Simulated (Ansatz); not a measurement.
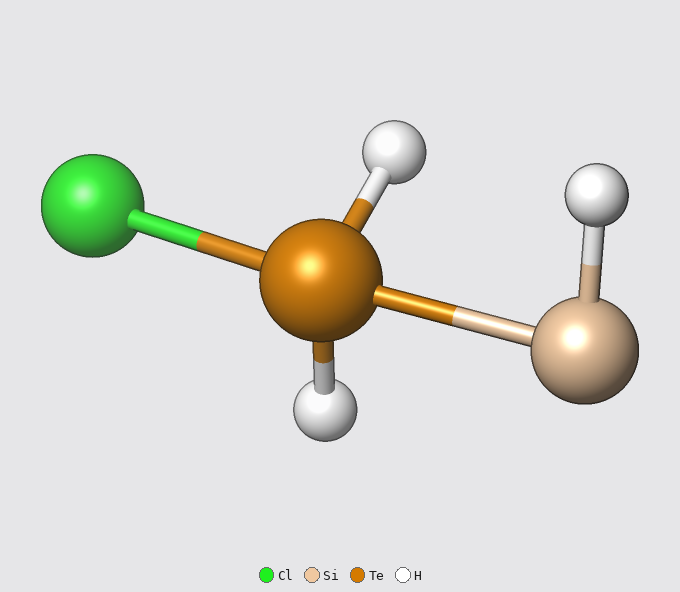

Rendered structure (ball-and-stick style). Every bond is drawn as one stick, whatever its order.

Computed geometry: PBE0-D4/def2-TZVP optimisation. No frequency run is at hand to confirm it as a minimum.

Identify the structure.

Formula ClH₃SiTe. Coordination: 1 Si bent; 1 Te see-saw.

The parts below concern this one geometry. Atoms keep their numbers from picture to picture.

Electronic properties

No frequency run is at hand to confirm it as a minimum. Method: RKS PBE0-D4/def2-TZVPP, core potentials on Te (Ansatz 0.2.0).

Computed properties:

- HOMO energy (Kohn–Sham orbital): −6.17 eV
- LUMO energy (Kohn–Sham orbital): −3.92 eV
- HOMO–LUMO gap: 2.25 eV

Dipole moment

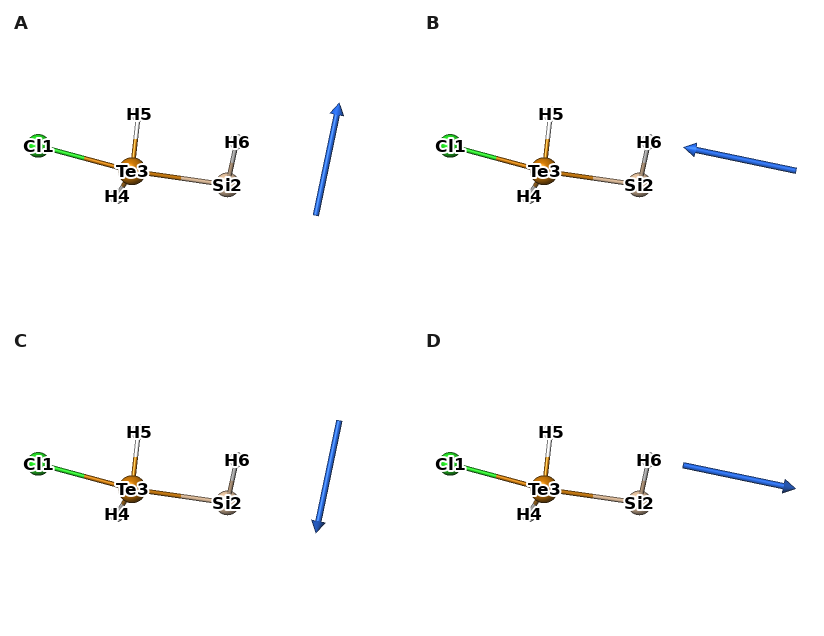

The same molecule four times, each with an arrow. No frequency run is at hand to confirm it as a minimum. Method: RKS PBE0-D4/def2-TZVP, core potentials on Te (Ansatz 0.2.0).

Which arrow points along the dipole moment, from the negative to the positive end?

Answer. D. The dipole moment is 6.10 D; it points from the side of Cl1 to the side of Si2, H6 (the outermost atoms at the two ends).

Charges

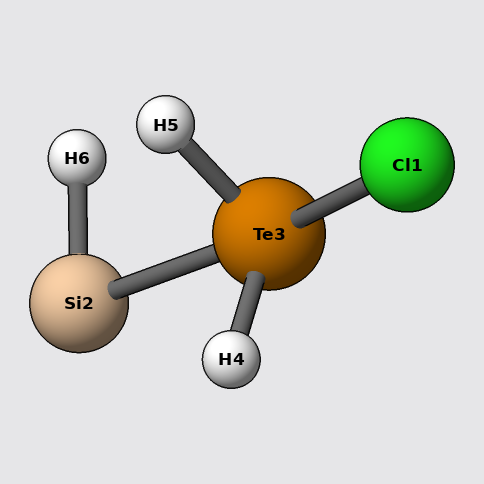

The questions are on Mulliken charges. No frequency run is at hand to confirm it as a minimum. Properties computed with RKS PBE0-D4/def2-TZVP, core potentials on Te (Ansatz 0.2.0).

Which atom carries the highest charge (most positive or least negative)?

Answer. Te3 (0.26 e).

And the lowest?

Answer. Cl1 (−0.54 e).

List the Mulliken charges.

```tsv
atom	value (e)
Cl1	−0.54
Si2	0.02
Te3	0.26
H4	0.13
H5	0.13
H6	0.00
```

Mulliken values depend strongly on the basis set and can even reverse the polarity of a bond.
